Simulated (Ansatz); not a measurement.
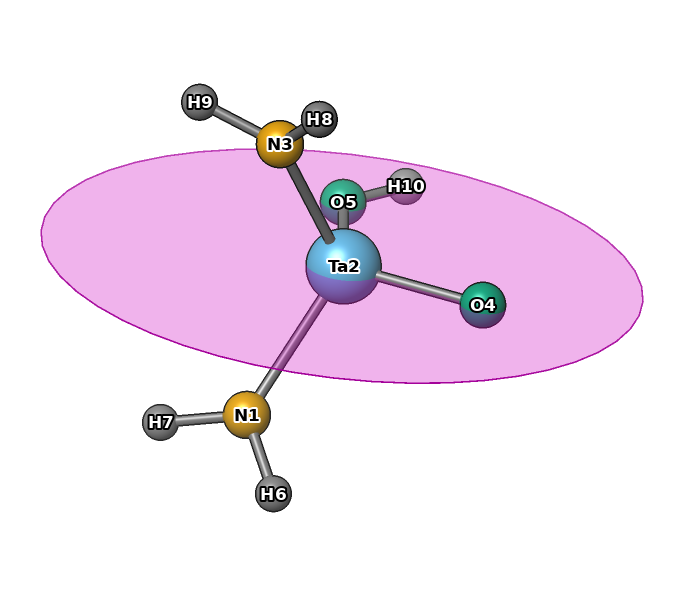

A disc through the centre of mass is drawn in. Depth is shown by fading: the farther an atom, the more it takes the colour of the background. The species is neutral and a spin singlet. Computed geometry: PBE-D4/def2-SVP optimisation. No frequency run is at hand to confirm it as a minimum.

> Is the plane of the disc a mirror plane of the structure?

Yes. The reflection leaves Ta2, O4, O5, H10 in place and moves N1 ↔ N3; H6 ↔ H8; H7 ↔ H9. The point group is Cs.
